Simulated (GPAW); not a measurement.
# Screening of a field by Ti2NOS MXene monolayer, part 2 of 2

Aim: the dipole that a field along the normal induces in Ti2NOS MXene monolayer.

GPAW 26.7.0; GPAW, PAW setups; layer in a repeated cell with vacuum, relaxation of atoms and in-plane cell (the session's first sound run).

So far. Step 5 (In a field): The dipole is now -0.0323 e Å, against -0.0037 in the run without a field.

### 8. Field on

Level of this step: GPAW, PAW setups; slab in vacuum (GPAW).

The input, run.py:

```python
import json
import numpy as np
from ase import Atoms
from gpaw import GPAW, PW
from gpaw.external import ConstantElectricField

slab = Atoms(
    ['S', 'Ti', 'N', 'Ti', 'O'],
    positions=[
        [0.00000, 1.76154, 9.00000],
        [1.52554, 0.88077, 10.59020],
        [0.00000, 0.00000, 11.80525],
        [0.00000, 1.76154, 13.05813],
        [1.52554, 0.88077, 13.98159]],
    cell=[[3.05109, -0.0, 0.0], [-1.52554, 2.64232, 0.0], [0.0, 0.0, 22.9816]],
    pbc=[True, True, False])

slab.calc = GPAW(mode=PW(500), xc='PBE', kpts={'size': (12, 12, 1), 'gamma': True},
                 occupations={'name': 'fermi-dirac', 'width': 0.05}, nbands='160%',
                 convergence={'density': 1e-05}, maxiter=200,
                 poissonsolver={'dipolelayer': 'xy'},
                 external=ConstantElectricField(0.1, [0, 0, 1]),
                 symmetry={'tolerance': 1e-3}, txt='slab.txt')
result = {}
energy = slab.get_potential_energy()
fermi = slab.calc.get_fermi_level()
v = slab.calc.get_electrostatic_potential().mean((0, 1)) - fermi
n = slab.calc.get_pseudo_density().mean((0, 1))
L = slab.cell[2, 2]
z = np.arange(len(v)) * L / len(v)
low, high = slab.positions[:, 2].min(), slab.positions[:, 2].max()
below, above = np.interp([low - 6.8, high + 6.8], z, v)
slopes = [np.interp(x, z, np.gradient(v, z)) for x in (low - 6.8, high + 6.8)]
eps = np.array([[slab.calc.get_eigenvalues(k, s) for k in range(len(slab.calc.get_ibz_k_points()))]
                for s in range(slab.calc.get_number_of_spins())]) - fermi
top, bottom = eps[eps < 0].max(), eps[eps > 0].min()
dipole = slab.get_dipole_moment()[2]
print(f'energy {energy:.4f} eV, Fermi level {fermi:.4f} eV, dipole {dipole:.5f} e A')
print(f'potential 6.8 A off the faces, from the Fermi level: lower {below:.4f} eV, upper {above:.4f} eV')
print(f'slope of the potential there: lower {slopes[0]:.5f}, upper {slopes[1]:.5f} eV/A')
print(f'nearest levels on the mesh: {top:.4f} and {bottom:.4f} eV')
print('magnetic moment', round(slab.get_magnetic_moment(), 3))
result.update(energy=energy, fermi=fermi, dipole=dipole, below=below, above=above, slopes=slopes, edges=[top, bottom],
              z=z.tolist(), v=v.tolist(), n=n.tolist(), positions=slab.positions.tolist(),
              forces=slab.get_forces(apply_constraint=False).tolist(), moments=slab.get_magnetic_moments().tolist())
json.dump(result, open('result.json', 'w'))
```

Run with:

```console
OMP_NUM_THREADS=1 OPENBLAS_NUM_THREADS=1 python run.py
```

Output:

```text
energy -39.3461 eV, Fermi level -0.9314 eV, dipole 0.02558 e A
potential 6.8 A off the faces, from the Fermi level: lower 5.9452 eV, upper 5.3722 eV
slope of the potential there: lower -0.00092, upper 0.00046 eV/A
nearest levels on the mesh: -0.0304 and 0.1091 eV
magnetic moment 0.0
```

Elapsed: 3.2 min, on 1 thread of Arm Neoverse V2, shared host; peak memory 0.55 GiB.

The dipole is now 0.0256 e Å, against -0.0037 in the run without a field.

### 9. Field on

Changes to run.py since step 8:

```diff
@@ -21,3 +21,3 @@
                  poissonsolver={'dipolelayer': 'xy'},
-                 external=ConstantElectricField(0.1, [0, 0, 1]),
+                 external=ConstantElectricField(0.2, [0, 0, 1]),
                  symmetry={'tolerance': 1e-3}, txt='slab.txt')
```

Output:

```text
energy -39.3501 eV, Fermi level -0.9491 eV, dipole 0.05455 e A
potential 6.8 A off the faces, from the Fermi level: lower 6.2954 eV, upper 5.0720 eV
slope of the potential there: lower -0.00092, upper 0.00047 eV/A
nearest levels on the mesh: -0.0305 and 0.1100 eV
magnetic moment 0.0
```

Run time: 3.2 min. Hardware: 1 thread; peak memory 0.55 GiB.

The dipole is now 0.0546 e Å, against -0.0037 in the run without a field.

### 10. In a field

Changes to run.py since step 9:

```diff
@@ -21,3 +21,3 @@
                  poissonsolver={'dipolelayer': 'xy'},
-                 external=ConstantElectricField(0.2, [0, 0, 1]),
+                 external=ConstantElectricField(0.3, [0, 0, 1]),
                  symmetry={'tolerance': 1e-3}, txt='slab.txt')
```

Output:

```text
energy -39.3571 eV, Fermi level -0.9673 eV, dipole 0.08356 e A
potential 6.8 A off the faces, from the Fermi level: lower 6.6467 eV, upper 4.7724 eV
slope of the potential there: lower -0.00092, upper 0.00047 eV/A
nearest levels on the mesh: -0.0307 and 0.1109 eV
magnetic moment 0.0
```

Elapsed: 3.4 min, on 1 thread; peak memory 0.55 GiB.

The electrostatic potential energy of an electron (without an applied field's), less the Fermi level, planar mean oscillates, so the rows of the table below give means over windows of 2.5 Å about each position, cut where the curve ends. Its maxima inside the range that stand out by 2 % of the span (Å: eV): 0.6: 6.65, 9.8: -4.39, 11.3: -6.99, 12.3: -6.95, 13.7: -12.3. Its minima: 9.0: -19.8, 10.6: -18.4, 11.8: -13.6, 13.0: -19.7, 13.9: -13.7.

The electrostatic potential energy of an electron (without an applied field's), less the Fermi level, planar mean by z; means over each step:

```csv
z (Å),"electrostatic potential energy of an electron (without an applied field's), less the Fermi level, planar mean (eV)"
0.0,6.51
2.5,6.65
5.0,6.64
7.5,3.68
10.0,-12.2
12.5,-12.4
15.0,0.387
17.5,4.77
20.0,4.77
22.5,4.83
```

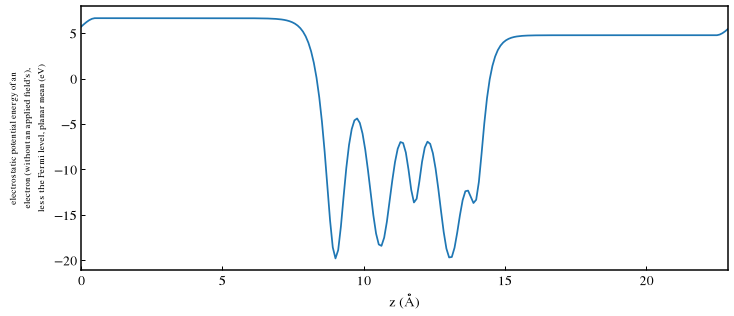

Electrostatic potential energy of an electron (without an applied field's), less the Fermi level, planar mean, plotted against z.

The dipole is now 0.0836 e Å, against -0.0037 in the run without a field.

### 11. The series

The members are put on one axis.

This step: induced dipole against applied field (GPAW 26.7.0).

Dipole along the normal against field:

```csv
field (V/Å),dipole along the normal (e·Å)
-0.200,-0.0613
-0.100,-0.0323
-0.050,-0.0179
0.000,-0.00374
0.050,0.0111
0.100,0.0256
0.200,0.0546
0.300,0.0836
```

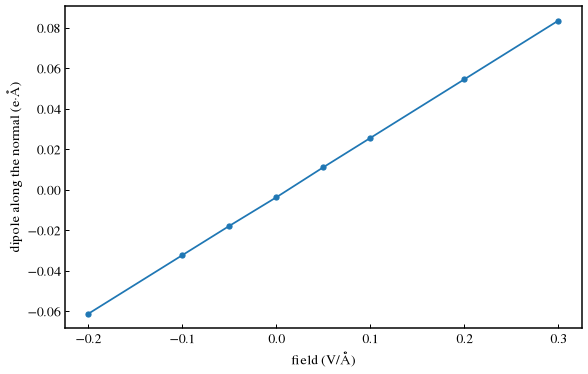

Dipole along the normal against field.

### 12. A changed run

One more run, with changed settings.

This step: GPAW, PAW setups; slab in vacuum (GPAW 26.7.0).

Changes to run.py since step 10:

```diff
@@ -4,3 +4,2 @@
 from gpaw import GPAW, PW
-from gpaw.external import ConstantElectricField
 
@@ -19,5 +18,4 @@
                  occupations={'name': 'fermi-dirac', 'width': 0.05}, nbands='160%',
-                 convergence={'density': 1e-05}, maxiter=200,
+                 convergence={'density': 1e-05}, maxiter=6,
                  poissonsolver={'dipolelayer': 'xy'},
-                 external=ConstantElectricField(0.3, [0, 0, 1]),
                  symmetry={'tolerance': 1e-3}, txt='slab.txt')
```

Output:

```text
gpaw.KohnShamConvergenceError
```

Elapsed: 25 s, on 1 thread; peak memory 0.25 GiB.

The run stopped without converging, so none of its numbers is a property of the system.

The fault put into the input: too few SCF iterations (maxiter = 6).

### 13. Summary of results

```json
{
 "work function, upper and lower face": "5.673 and 5.596 eV",
 "dipole along the normal": "-0.00374 e Å",
 "induced dipole per field": "0.290 e Å per V/Å",
 "out-of-plane polarisability per area, α/(ε0 A)": "6.50 Å"
}
```

**Reading.** The field induces 0.290 e Å per V/Å, a polarisable thickness α/(ε0 A) of 6.50 Å beside 4.98 Å between the outermost nuclei. A perfect conductor would give the distance between its two image planes; a dielectric of thickness t gives t(1 - 1/ε). The two faces differ by 0.077 eV, the step that the slab's dipole makes (e p/(ε0 A) gives 0.084 eV), so the dipole layer is needed. The induced dipole is linear in the field over this range. The cell holds an odd number of electrons, so without spin polarisation it must come out metallic and without a moment, whatever its true state. The layer's cell and atoms come from the relaxation; spin-orbit coupling and temperature are left out.

[Logs are printed without paths, hosts, clocks, repeated set-up lines and the standing remarks that a program may print on its own settings, such as how far it seeks lower states.]

[Hosts, paths, dates, database ids (printed as entryN), source tags and the programs' standing remarks are cut or masked in the printed files.]
